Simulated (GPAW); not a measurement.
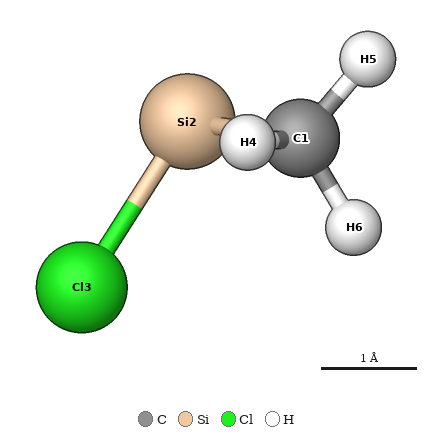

**Figure 1.** The structure as given in the input (ball-and-stick view, seen at a tilt; atoms are numbered from 1 in the order of the input). Bond lengths as drawn: Cl–Si 2.09 Å, C–H 1.09 to 1.10 Å and C–Si 1.89 Å.

## Run report: CH3ClSi, property calculation

- system: CH3ClSi, SMILES C[Si]Cl
- method: optPBE-vdW/dzp, scalar-relativistic datasets (GPAW 26.7.0)

The geometry comes from this level: PBE0-D4/def2-TZVP.

**The input (sp.py)**
```python
import numpy as np
from ase.io import read, write
from ase.units import Bohr, Debye
from gpaw import GPAW
from gpaw.utilities.adjust_cell import adjust_cell

atoms = read("mol.xyz")
adjust_cell(atoms, 5.0, h=0.2)

gpaw_calc = GPAW(mode="lcao",
                 basis="dzp",
                 h=0.2,
                 xc={"name": "optPBE-vdW", "backend": "libvdwxc"},
                 maxiter=100,
                 txt="-")
atoms.calc = gpaw_calc

energy = atoms.get_potential_energy()
print(f"Energy                  {energy:.5f} eV")
forces = atoms.get_forces()
print("Forces (eV/Ang)")
for symbol, f in zip(atoms.symbols, forces):
    print(f'{symbol:2} {f[0]:9.4f} {f[1]:9.4f} {f[2]:9.4f}')
dipole = atoms.get_dipole_moment() / Debye
print(f"Dipole                  {np.linalg.norm(dipole):.3f} D")
homo, lumo = gpaw_calc.get_homo_lumo()
print(f"HOMO                    {homo:.3f} eV")
print(f"LUMO = {lumo:.3f} eV")
print(f"Gap: {lumo - homo:.3f} eV")
write("density.cube", atoms, data=gpaw_calc.get_all_electron_density(gridrefinement=2) * Bohr**3)
```

**File mol.xyz**
```
6

C     -0.420900     0.376200    -0.177100
Si     0.228200    -0.642100     1.273100
Cl     1.857700    -1.533900     0.308500
H      0.353800     1.065800    -0.531400
H     -1.308700     0.949900     0.100100
H     -0.668100    -0.280000    -1.019400
```

Run as:
```bash
python3 -u sp.py | tee sp.out
```

**Log**
```
__  _  _
 | _ |_)|_||  |
 |__||  | ||/\| - 26.7.0

units:  Angstrom and eV
cores:  1
OpenMP: False

Versions:
  Python: 3.12.14
  ASE:    3.29.0
  Numpy:  2.5.5
  Scipy:  1.18.1
  Libxc:  7.0.0

        _gpaw.cpython-312-aarch64-linux-gnu.so

Input parameters:
  mode=LCAO(),
  basis={'default': 'dzp'},
  h=0.2,
  maxiter=100,
  xc=XC(name='optPBE-vdW', backend='libvdwxc')
         .--------------------------------.
        /|                                |
       / |                                |
      /  |                                |
     /   |                                |
    /    |                                |
   /     |                                |
  /      |                                |
 *       |                                |
 |       |                                |
 |       |                                |
 |       |        H  Si                   |
 |       |          C  H                  |
 |       |         H     Cl               |
 |       |                                |
 |       |                                |
 |       .--------------------------------.
 |      /                                /
 |     /                                /
 |    /                                /
 |   /                                /
 |  /                                /
 | /                                /
 |/                                /
 *--------------------------------*

Atoms  # Å, Bohr magnetons
|   | symbol |        x |        y |        z |    initial magnetic moments |
|---|--------|----------|----------|----------|-----------------------------|
| 0 |      C | 6.104600 | 7.010250 | 6.096050 | ( 0.0000,  0.0000,  0.0000) |
| 1 |     Si | 6.753700 | 5.991950 | 7.546250 | ( 0.0000,  0.0000,  0.0000) |
| 2 |     Cl | 8.383200 | 5.100150 | 6.581650 | ( 0.0000,  0.0000,  0.0000) |
| 3 |      H | 6.879300 | 7.699850 | 5.741750 | ( 0.0000,  0.0000,  0.0000) |
| 4 |      H | 5.216800 | 7.583950 | 6.373250 | ( 0.0000,  0.0000,  0.0000) |
| 5 |      H | 5.857400 | 6.354050 | 5.253750 | ( 0.0000,  0.0000,  0.0000) |

Unit cell  # Å
| periodic |         x |         y |         z |   lengths |    angles |
|----------|-----------|-----------|-----------|-----------|-----------|
|       no | 13.600000 |  0.000000 |  0.000000 | 13.600000 | 90.000000 |
|       no |  0.000000 | 12.800000 |  0.000000 | 12.800000 | 90.000000 |
|       no |  0.000000 |  0.000000 | 12.800000 | 12.800000 | 90.000000 |

Number of symmetries: 1
Symmetry operations  # r_c * U_cc + t_c -> r_c
|   | kind |            matrix            |
|---|------|------------------------------|
| 0 |  E   |  1, 0, 0,  0, 1, 0,  0, 0, 1 |

BZ-sampling:
  Number of BZ points: 1
  Number of IBZ points: 1

  Monkhorst-Pack size: [1, 1, 1]
  Monkhorst-Pack shift: [0, 0, 0]

K-points  # in reciprocal-cell coordinates
|   |                                coordinates |     weight |
|---|--------------------------------------------|------------|
| 0 | (  0.00000000,   0.00000000,   0.00000000) | 1.00000000 |

basis functions: 54
Spin-components: 1 (collinear spins)
Bands:           15
Projectors:      24
Spin-degeneracy: 2
Datatype:        <class 'float'>

  Storage: CPU
  Wave functions: 6_480 bytes (6_480 per core)

Parallelization:
  kpt:    1
  domain: 1
  band:   1

Density:
  Valence electrons: 18.0
  Components: 1
  Grid points: [68 64 64]
  Charge: 0.0  # |e|

Potential:
  Grid points: [68 64 64]

species:
  C:
    name:    Carbon
    Z:       6.0
    valence: 4
    core:    2
    charge:  0.0  # [|e|]
    file:    C.PBE.gz
    compensation charges:
      type: gauss
      rc: 0.20  # [Å]
      lmax: 2
    cutoffs:
      filter: 1.14  # [Å]
      core: 1.14  # [Å]
    projectors
    | kind |    occ | energy [eV] | rcut [Å] |
    |------|--------|-------------|----------|
    |   2s |  2.000 |     -13.751 |    0.635 |
    |   2p |  2.000 |      -5.284 |    0.635 |
    |    s |        |      13.461 |    0.635 |
    |    p |        |      21.927 |    0.635 |
    |    d |        |       0.000 |    0.635 |

    LCAO basis set for C:
      Name: dzp
      File: C.dzp.basis.gz
      Number of radial functions: 5
      Number of spherical harmonics: 13
        l=0, rc=5.5469 Bohr: 2s-sz confined orbital
        l=1, rc=6.6719 Bohr: 2p-sz confined orbital
        l=0, rc=3.0312 Bohr: 2s-dz split-valence wave
        l=1, rc=3.7500 Bohr: 2p-dz split-valence wave
        l=2, rc=6.6719 Bohr: d-type Gaussian polarization
      Number of RI-basis functions 0

  Si:
    name:    Silicon
    Z:       14.0
    valence: 4
    core:    10
    charge:  0.0  # [|e|]
    file:    Si.PBE.gz
    compensation charges:
      type: gauss
      rc: 0.33  # [Å]
      lmax: 2
    cutoffs:
      filter: 1.86  # [Å]
      core: 2.06  # [Å]
    projectors
    | kind |    occ | energy [eV] | rcut [Å] |
    |------|--------|-------------|----------|
    |   3s |  2.000 |     -10.812 |    1.058 |
    |   3p |  2.000 |      -4.081 |    1.058 |
    |    s |        |      16.399 |    1.058 |
    |    p |        |      23.130 |    1.058 |
    |    d |        |       0.000 |    1.058 |

    LCAO basis set for Si:
      Name: dzp
      File: Si.dzp.basis.gz
      Number of radial functions: 5
      Number of spherical harmonics: 13
        l=0, rc=6.8594 Bohr: 3s-sz confined orbital
        l=1, rc=9.0625 Bohr: 3p-sz confined orbital
        l=0, rc=3.8906 Bohr: 3s-dz split-valence wave
        l=1, rc=5.2344 Bohr: 3p-dz split-valence wave
        l=2, rc=9.0625 Bohr: d-type Gaussian polarization
      Number of RI-basis functions 0

  Cl:
    name:    Chlorine
    Z:       17.0
    valence: 7
    core:    10
    charge:  0.0  # [|e|]
    file:    Cl.PBE.gz
    compensation charges:
      type: gauss
      rc: 0.25  # [Å]
      lmax: 2
    cutoffs:
      filter: 1.40  # [Å]
      core: 1.49  # [Å]
    projectors
    | kind |    occ | energy [eV] | rcut [Å] |
    |------|--------|-------------|----------|
    |   3s |  2.000 |     -20.689 |    0.794 |
    |   3p |  5.000 |      -8.594 |    0.794 |
    |    s |        |       6.523 |    0.794 |
    |    p |        |      18.617 |    0.794 |
    |    d |        |       0.000 |    0.794 |

    LCAO basis set for Cl:
      Name: dzp
      File: Cl.dzp.basis.gz
      Number of radial functions: 5
      Number of spherical harmonics: 13
        l=0, rc=5.1719 Bohr: 3s-sz confined orbital
        l=1, rc=6.2656 Bohr: 3p-sz confined orbital
        l=0, rc=2.8281 Bohr: 3s-dz split-valence wave
        l=1, rc=3.5156 Bohr: 3p-dz split-valence wave
        l=2, rc=6.2656 Bohr: d-type Gaussian polarization
      Number of RI-basis functions 0

  H:
    name:    Hydrogen
    Z:       1.0
    valence: 1
    core:    0
    charge:  0.0  # [|e|]
    file:    H.PBE.gz
    compensation charges:
      type: gauss
      rc: 0.15  # [Å]
      lmax: 2
    cutoffs:
      filter: 0.85  # [Å]
      core: 0.53  # [Å]
    projectors
    | kind |    occ | energy [eV] | rcut [Å] |
    |------|--------|-------------|----------|
    |   1s |  1.000 |      -6.494 |    0.476 |
    |    s |        |      20.717 |    0.476 |
    |    p |        |       0.000 |    0.476 |

    LCAO basis set for H:
      Name: dzp
      File: H.dzp.basis.gz
      Number of radial functions: 3
      Number of spherical harmonics: 5
        l=0, rc=6.4219 Bohr: 1s-sz confined orbital
        l=0, rc=3.6094 Bohr: 1s-dz split-valence wave
        l=1, rc=6.4219 Bohr: p-type Gaussian polarization
      Number of RI-basis functions 0

Reference energy: -21506.392248  # eV

eigensolver:
  <gpaw.new.lcao.eigensolver.LCAOEigensolver object at 0xfe7e039400e0>
density mixing:
  MSR1-Mixer
  Pratt-step length: 0.05
  Maximum mixing coefficient: 0.75
  Old densities: 10
  SVD Regularization: 0.005
  Good broyden scale: 1.0
  Trust region scale: 1.0
  Backstep threshold: 4.0
  History deletion threshold: 6.0
  Fourier metric: weight=20.0, sigma=0.015

occupation numbers:
  # Zero width

FastPoissonSolver using
    Stencil: 6*3+1=19 point O(h^6) finite-difference Laplacian
    FFT axes: []
    FST axes: [np.int64(1), np.int64(2), np.int64(0)]

xc functional:
  name: vdW-optPBE with libvdwxc
  Mode: serial
  Semilocal: GGA_X_OPTPBE_VDW+LDA_C_PW with 2 nearest neighbor stencil
  Corresponding non-local functional: vdW-DF
  Local blocksize: 136 x 128 x 128
  PAW datasets: PBE
interpolation: tri-quintic # 5. degree polynomial

         .--------------------------------.
        /|                                |
       / |                                |
      /  |                                |
     /   |                                |
    /    |                                |
   /     |                                |
  /      |                                |
 *       |                                |
 |       |                                |
 |       |                                |
 |       |        H  Si                   |
 |       |          C  H                  |
 |       |         H     Cl               |
 |       |                                |
 |       |                                |
 |       .--------------------------------.
 |      /                                /
 |     /                                /
 |    /                                /
 |   /                                /
 |  /                                /
 | /                                /
 |/                                /
 *--------------------------------*

Atoms  # Å, Bohr magnetons
|   | symbol |        x |        y |        z |    initial magnetic moments |
|---|--------|----------|----------|----------|-----------------------------|
| 0 |      C | 6.104600 | 7.010250 | 6.096050 | ( 0.0000,  0.0000,  0.0000) |
| 1 |     Si | 6.753700 | 5.991950 | 7.546250 | ( 0.0000,  0.0000,  0.0000) |
| 2 |     Cl | 8.383200 | 5.100150 | 6.581650 | ( 0.0000,  0.0000,  0.0000) |
| 3 |      H | 6.879300 | 7.699850 | 5.741750 | ( 0.0000,  0.0000,  0.0000) |
| 4 |      H | 5.216800 | 7.583950 | 6.373250 | ( 0.0000,  0.0000,  0.0000) |
| 5 |      H | 5.857400 | 6.354050 | 5.253750 | ( 0.0000,  0.0000,  0.0000) |

Unit cell  # Å
| periodic |         x |         y |         z |   lengths |    angles |
|----------|-----------|-----------|-----------|-----------|-----------|
|       no | 13.600000 |  0.000000 |  0.000000 | 13.600000 | 90.000000 |
|       no |  0.000000 | 12.800000 |  0.000000 | 12.800000 | 90.000000 |
|       no |  0.000000 |  0.000000 | 12.800000 | 12.800000 | 90.000000 |

Number of symmetries: 1
Symmetry operations  # r_c * U_cc + t_c -> r_c
|   | kind |            matrix            |
|---|------|------------------------------|
| 0 |  E   |  1, 0, 0,  0, 1, 0,  0, 0, 1 |

BZ-sampling:
  Number of BZ points: 1
  Number of IBZ points: 1

  Monkhorst-Pack size: [1, 1, 1]
  Monkhorst-Pack shift: [0, 0, 0]

K-points  # in reciprocal-cell coordinates
|   |                                coordinates |     weight |
|---|--------------------------------------------|------------|
| 0 | (  0.00000000,   0.00000000,   0.00000000) | 1.00000000 |

basis functions: 54
Spin-components: 1 (collinear spins)
Bands:           15
Projectors:      24
Spin-degeneracy: 2
Datatype:        <class 'float'>

  Storage: CPU
  Wave functions: 6_480 bytes (6_480 per core)

Parallelization:
  kpt:    1
  domain: 1
  band:   1

Density:
  Valence electrons: 18.0
  Components: 1
  Grid points: [68 64 64]
  Charge: 0.0  # |e|

Potential:
  Grid points: [68 64 64]

species:
  C:
    name:    Carbon
    Z:       6.0
    valence: 4
    core:    2
    charge:  0.0  # [|e|]
    file:    C.PBE.gz
    compensation charges:
      type: gauss
      rc: 0.20  # [Å]
      lmax: 2
    cutoffs:
      filter: 1.14  # [Å]
      core: 1.14  # [Å]
    projectors
    | kind |    occ | energy [eV] | rcut [Å] |
    |------|--------|-------------|----------|
    |   2s |  2.000 |     -13.751 |    0.635 |
    |   2p |  2.000 |      -5.284 |    0.635 |
    |    s |        |      13.461 |    0.635 |
    |    p |        |      21.927 |    0.635 |
    |    d |        |       0.000 |    0.635 |

    LCAO basis set for C:
      Name: dzp
      File: C.dzp.basis.gz
      Number of radial functions: 5
      Number of spherical harmonics: 13
        l=0, rc=5.5469 Bohr: 2s-sz confined orbital
        l=1, rc=6.6719 Bohr: 2p-sz confined orbital
        l=0, rc=3.0312 Bohr: 2s-dz split-valence wave
        l=1, rc=3.7500 Bohr: 2p-dz split-valence wave
        l=2, rc=6.6719 Bohr: d-type Gaussian polarization
      Number of RI-basis functions 0

  Si:
    name:    Silicon
    Z:       14.0
    valence: 4
    core:    10
    charge:  0.0  # [|e|]
    file:    Si.PBE.gz
    compensation charges:
      type: gauss
      rc: 0.33  # [Å]
      lmax: 2
    cutoffs:
      filter: 1.86  # [Å]
      core: 2.06  # [Å]
    projectors
    | kind |    occ | energy [eV] | rcut [Å] |
    |------|--------|-------------|----------|
    |   3s |  2.000 |     -10.812 |    1.058 |
    |   3p |  2.000 |      -4.081 |    1.058 |
    |    s |        |      16.399 |    1.058 |
    |    p |        |      23.130 |    1.058 |
    |    d |        |       0.000 |    1.058 |

    LCAO basis set for Si:
      Name: dzp
      File: Si.dzp.basis.gz
      Number of radial functions: 5
      Number of spherical harmonics: 13
        l=0, rc=6.8594 Bohr: 3s-sz confined orbital
        l=1, rc=9.0625 Bohr: 3p-sz confined orbital
        l=0, rc=3.8906 Bohr: 3s-dz split-valence wave
        l=1, rc=5.2344 Bohr: 3p-dz split-valence wave
        l=2, rc=9.0625 Bohr: d-type Gaussian polarization
      Number of RI-basis functions 0

  Cl:
    name:    Chlorine
    Z:       17.0
    valence: 7
    core:    10
    charge:  0.0  # [|e|]
    file:    Cl.PBE.gz
    compensation charges:
      type: gauss
      rc: 0.25  # [Å]
      lmax: 2
    cutoffs:
      filter: 1.40  # [Å]
      core: 1.49  # [Å]
    projectors
    | kind |    occ | energy [eV] | rcut [Å] |
    |------|--------|-------------|----------|
    |   3s |  2.000 |     -20.689 |    0.794 |
    |   3p |  5.000 |      -8.594 |    0.794 |
    |    s |        |       6.523 |    0.794 |
    |    p |        |      18.617 |    0.794 |
    |    d |        |       0.000 |    0.794 |

    LCAO basis set for Cl:
      Name: dzp
      File: Cl.dzp.basis.gz
      Number of radial functions: 5
      Number of spherical harmonics: 13
        l=0, rc=5.1719 Bohr: 3s-sz confined orbital
        l=1, rc=6.2656 Bohr: 3p-sz confined orbital
        l=0, rc=2.8281 Bohr: 3s-dz split-valence wave
        l=1, rc=3.5156 Bohr: 3p-dz split-valence wave
        l=2, rc=6.2656 Bohr: d-type Gaussian polarization
      Number of RI-basis functions 0

  H:
    name:    Hydrogen
    Z:       1.0
    valence: 1
    core:    0
    charge:  0.0  # [|e|]
    file:    H.PBE.gz
    compensation charges:
      type: gauss
      rc: 0.15  # [Å]
      lmax: 2
    cutoffs:
      filter: 0.85  # [Å]
      core: 0.53  # [Å]
    projectors
    | kind |    occ | energy [eV] | rcut [Å] |
    |------|--------|-------------|----------|
    |   1s |  1.000 |      -6.494 |    0.476 |
    |    s |        |      20.717 |    0.476 |
    |    p |        |       0.000 |    0.476 |

    LCAO basis set for H:
      Name: dzp
      File: H.dzp.basis.gz
      Number of radial functions: 3
      Number of spherical harmonics: 5
        l=0, rc=6.4219 Bohr: 1s-sz confined orbital
        l=0, rc=3.6094 Bohr: 1s-dz split-valence wave
        l=1, rc=6.4219 Bohr: p-type Gaussian polarization
      Number of RI-basis functions 0

Reference energy: -21506.392248  # eV

eigensolver:
  <gpaw.new.lcao.eigensolver.LCAOEigensolver object at 0xfe7e01860890>
density mixing:
  MSR1-Mixer
  Pratt-step length: 0.05
  Maximum mixing coefficient: 0.75
  Old densities: 10
  SVD Regularization: 0.005
  Good broyden scale: 1.0
  Trust region scale: 1.0
  Backstep threshold: 4.0
  History deletion threshold: 6.0
  Fourier metric: weight=20.0, sigma=0.015

occupation numbers:
  # Zero width

FastPoissonSolver using
    Stencil: 6*3+1=19 point O(h^6) finite-difference Laplacian
    FFT axes: []
    FST axes: [np.int64(1), np.int64(2), np.int64(0)]

xc functional:
  name: vdW-optPBE with libvdwxc
  Mode: serial
  Semilocal: GGA_X_OPTPBE_VDW+LDA_C_PW with 2 nearest neighbor stencil
  Corresponding non-local functional: vdW-DF
  Local blocksize: 136 x 128 x 128
  PAW datasets: PBE
interpolation: tri-quintic # 5. degree polynomial

Initialization done in: 7.542 s

convergence criteria:
- Maximum [total energy] change in last 3 cyles: 0.0005 eV / valence electron
- Maximum integral of absolute [dens]ity change: 0.0001 electrons / valence electron
- Maximum integral of absolute [eigenst]ate change: 4e-08 eV^2 / valence electron
maximum number of iterations: 100

SCF iterations
|iter     |     time |      energy | eigst |  dens |
|---------|----------|-------------|-------|-------|
|iter:   1| 00:00:07 |  -47.219309 |      c|       |
|iter:   2| 00:00:10 |  -46.781879 |      c| -0.76 |
|iter:   3| 00:00:12 |  -45.178850 |      c| -0.80 |
|iter:   4| 00:00:14 |  -45.160604 |      c| -1.41 |
|iter:   5| 00:00:17 |  -45.157918 |      c| -1.86 |
|iter:   6| 00:00:19 |  -45.157925c|      c| -2.70 |
|iter:   7| 00:00:22 |  -45.157932c|      c| -3.19 |
|iter:   8| 00:00:24 |  -45.157932c|      c| -3.98 |
|iter:   9| 00:00:27 |  -45.157932c|      c| -4.41c|

Converged in 9 steps
SCF loop duration: 19.308 s (2.145 s/step)
Energy contributions relative to reference atoms: (reference = -21506.392248)

Energy contributions:
  Kinetic:          31.881877
  Coulomb:         -32.613236
  Zero:              0.175372
  External:          0.000000
  Xc:              -44.601944
  Entropy:           0.000000
  Spinorbit:         0.000000
  ----------------------------
  Free energy:     -45.157932
  Extrapolated:    -45.157932

dipole moment: (-0.198135, 0.191423, -0.112148)  # |e|*Ang

Fermi level: -4.291
Eigenvalues  # (at kpt = [0.000, 0.000, 0.000])
| band index |      eig [eV] | occ [0-2] |
|------------|---------------|-----------|
|          0 |       -20.255 |     2.000 |
|          1 |       -17.446 |     2.000 |
|          2 |       -11.708 |     2.000 |
|          3 |       -10.252 |     2.000 |
|          4 |       -10.180 |     2.000 |
|          5 |        -8.637 |     2.000 |
|          6 |        -7.929 |     2.000 |
|          7 |        -7.578 |     2.000 |
|          8 |        -5.410 |     2.000 |
|          9 |        -3.171 |     0.000 |
|         10 |        -0.051 |     0.000 |
|         11 |         1.420 |     0.000 |
|         12 |         2.643 |     0.000 |
|         13 |         3.040 |     0.000 |
|         14 |         3.111 |     0.000 |

Gap: 2.239 eV
Transition (v -> c):
  (s=0, k=0, n=8, [0.00, 0.00, 0.00]) -> (s=0, k=0, n=9, [0.00, 0.00, 0.00])
No difference between direct/indirect transitions
vacuum-level: 0.000  # V
Energy                  -45.15793 eV

Forces  # eV/Ang
|        x |        y |        z |
|----------|----------|----------|
|  0.09096 | -0.12730 |  0.17405 |  # C    0
| -0.44205 |  0.04423 |  0.81185 |  # Si   1
|  0.61452 | -0.33259 | -0.38563 |  # Cl   2
|  0.49276 |  0.45631 | -0.23088 |  # H    3
| -0.60541 |  0.39905 |  0.18413 |  # H    4
| -0.16473 | -0.42035 | -0.54627 |  # H    5

Force computation time: 0.140  # s
Forces (eV/Ang)
C     0.0910   -0.1273    0.1740
Si   -0.4420    0.0442    0.8119
Cl    0.6145   -0.3326   -0.3856
H     0.4928    0.4563   -0.2309
H    -0.6054    0.3990    0.1841
H    -0.1647   -0.4204   -0.5463
Dipole                  1.429 D
HOMO                    -5.410 eV
LUMO = -3.171 eV
Gap: 2.239 eV
```

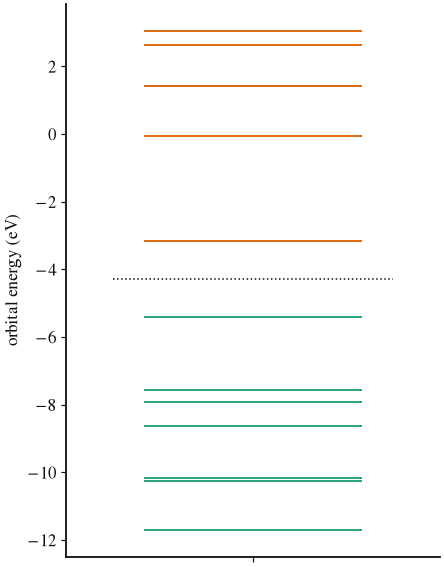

**Figure 2.** Orbital energies near the frontier; the dotted line parts filled from empty levels, and levels within 0.02 eV of each other stand side by side. Highest filled −5.41 eV, lowest empty −3.17 eV, 2.24 eV apart.

**Summary**

| quantity | value |
| --- | --- |
| outcome | converged |
| energy relative to the program's reference atoms | −45.1579 eV |
| basis functions | 54 |
| largest force | 0.925 eV/Å |
| HOMO | −5.41 eV |
| LUMO | −3.17 eV |
| dipole moment | 1.43 D |
| hardware | 1 thread of Arm Neoverse V2, 24 GiB of memory available, shared host |
| wall time | 29 s |
| peak memory | 1.5 GiB |
